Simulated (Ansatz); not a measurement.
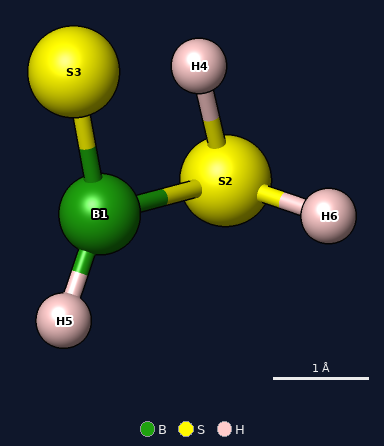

*The input geometry (ball-and-stick view, seen at a tilt; atoms are numbered from 1 in the order of the input).*

Bond lengths as drawn: B–H 1.19 Å, B–S 1.71 to 2.00 Å and H–S 1.35 to 1.49 Å.

## Single-point calculation, with input and output: BH₃S₂

- system: BH₃S₂
- method: RKS PBE0-D4/def2-TZVPP (Ansatz 0.2.0)

The geometry is a transition state. The reaction was set up to form S2–H4 and to break B1–S2 and S3–H4 (atoms counted from 1 in the order of the input); sticks are drawn by distance alone. The geometry comes from this level: PBE0-D4/def2-TZVP.

### What the program printed
```
Functional definition: PBE0
  name "PBE0"
  cite "Adamo & Barone, J. Chem. Phys. 110, 6158 (1999) doi:10.1063/1.478522"
  cite "Perdew, Burke & Ernzerhof, Phys. Rev. Lett. 77, 3865 (1996) doi:10.1103/PhysRevLett.77.3865"
  parent pbe
  parameter a = 0.25
  parameter kappa = 0.804
  parameter beta = 0.06672455060314922
  exchange = (1 - a)*pbe_x(kappa = kappa, mu = beta*pi^2/3) + a*exact_x
  correlation = pbe_c(beta = beta)
976 factors; their error is unknown
mean field evaluation 1: about -22385.8520 eV, gradient 2.6e1 eV
mean field evaluation 2: about -22384.8368 eV, gradient 3.2e1 eV
mean field evaluation 4: about -22387.8546 eV, gradient 1.4e0 eV
mean field evaluation 8: about -22387.8583 eV, gradient 2.9e-2 eV
mean field evaluation 16: about -22387.8747 eV, gradient 4.9e-5 eV
mean field -22387.87467334 eV, -822.7392191987 hartree, gradient 4.9e-5 eV, S^2 0.000000; 0 other end points of the search recorded, 0 dependent functions left out
reference -22387.87469861 eV, -822.7392201273 hartree; 20, 20 occupied and 137, 137 virtual orbitals, 976 factors
Total energy: -22387.98292509 eV, -822.7431973773 hartree
```

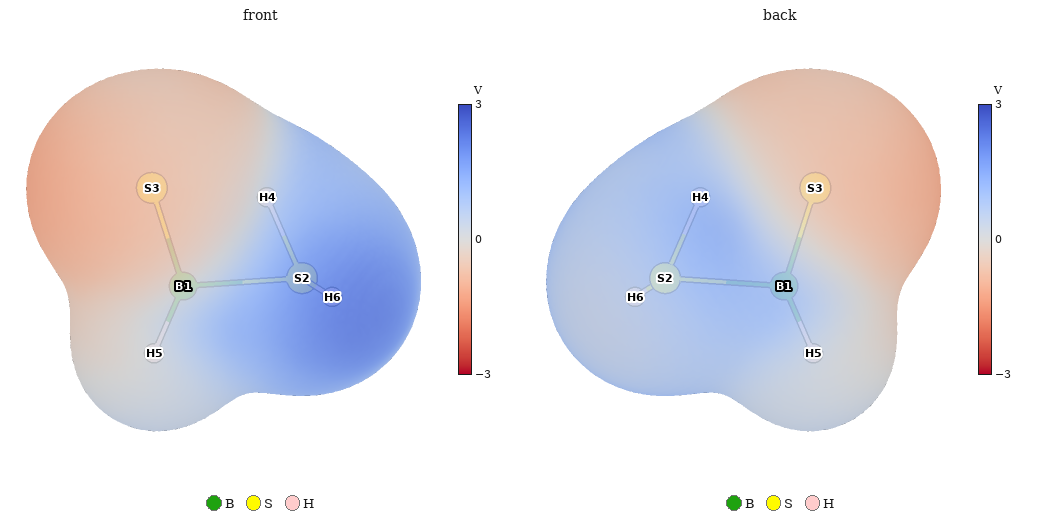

*The electrostatic potential painted on the density surface at 0.002 e/bohr³, seen face on and from behind; red is negative and blue positive.*

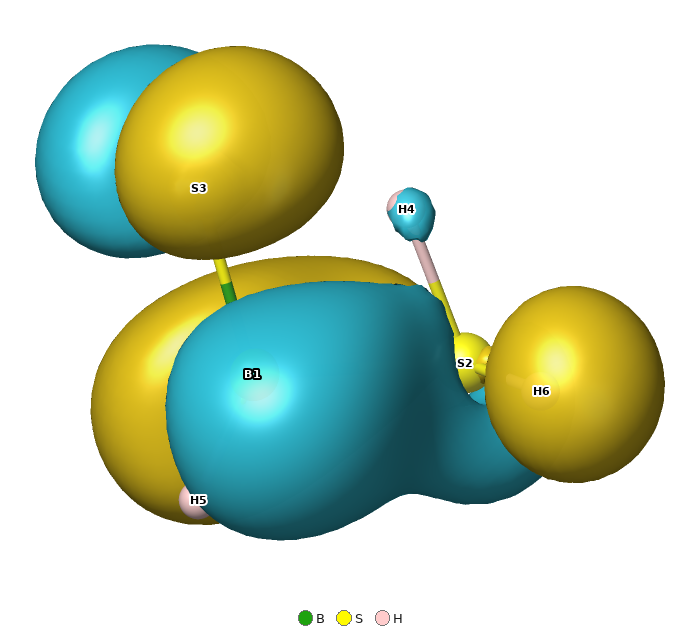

*The LUMO at ±0.1 Å⁻³ᐟ² (yellow and cyan are the two phases), seen face on.*

By Hirshfeld shares it lies mainly on B1 (40 %), S3 (30 %), S2 (15 %) and H6 (10 %); π-antibonding (π*) across B1–S3. Its energy is −1.42 eV.

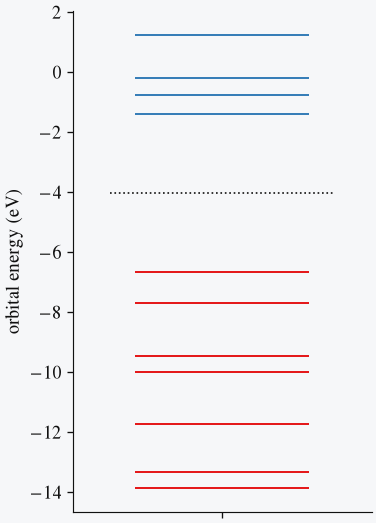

*Orbital energies near the frontier; the dotted line parts filled from empty levels, and levels within 0.02 eV of each other stand side by side.*

Highest filled −6.66 eV, lowest empty −1.42 eV, 5.24 eV apart.

This output came from the following input.

### The input
```yaml
crystal:
  periodic: [false, false, false]
  atoms:
    - {symbol: B, position_ang: [-0.615705, -0.011024, -0.589296]}
    - {symbol: S, position_ang: [0.753530, -0.871452, 0.584325]}
    - {symbol: S, position_ang: [0.070695, 1.460415, -1.115332]}
    - {symbol: H, position_ang: [1.177293, 0.472272, 0.110218]}
    - {symbol: H, position_ang: [-1.628156, -0.615801, -0.740629]}
    - {symbol: H, position_ang: [0.242343, -0.434410, 1.750613]}
basis:
  gaussian: {orbitals: def2-TZVPP}
hamiltonian: {xc: pbe0, dispersion: d4}
output: {orbitals: {seedname: orbitals}}
```

Launch command:
```bash
ansatz run in.yaml --threads 2 --pin off --events-out ev --progress --plain --max-ram 4352MiB
```

### Results in brief

```json
{"quantity": "outcome", "value": "converged"}
{"quantity": "total energy", "value": "−22387.9829 eV"}
{"quantity": "mean-field energy", "value": "−22387.8747 eV"}
{"quantity": "dispersion energy", "value": "−0.1082 eV"}
{"quantity": "SCF solution under orbital rotations", "value": "stable"}
{"quantity": "HOMO", "value": "−6.66 eV"}
{"quantity": "LUMO", "value": "−1.42 eV"}
{"quantity": "hardware", "value": "2 threads of Arm Neoverse N1, 23 GiB of memory available, shared host"}
{"quantity": "wall time", "value": "3.2 s (CPU time 6 s)"}
{"quantity": "peak memory", "value": "0.3 GiB"}
```
